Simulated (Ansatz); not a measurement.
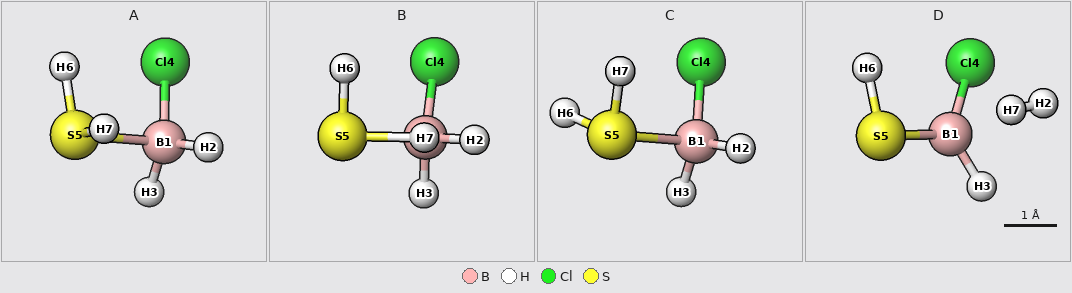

4 geometries from a converged minimum-energy path of BH4SCl, shuffled. A ball-and-stick model, seen at a tilt.

These are results of RKS PBE0/def2-SVP (Ansatz), not measurements. Settings: 7 movable images; climbing image; force threshold 0.05 eV/Å; iteration limit 60; starting path through a guess of the saddle point.

One of them is the converged climbing image. Which?

B. In order along the path, whose images run from 0 to 8: C (image 0, 0.0 kcal/mol), A (image 2, +2.7 kcal/mol), B (image 4, +18.1 kcal/mol), D (image 6, −2.0 kcal/mol). Breaking: B1–H2 (1.21 → 1.29 at the top → 3.45 Å), S5–H7 (1.35 → 1.61 at the top → 3.61 Å). Forming: H2–H7 (2.93 → 1.12 at the top → 0.76 Å).

The run took 3.8 min on 2 threads of Arm Neoverse N1, on a shared host, peak memory 0.14 GiB.
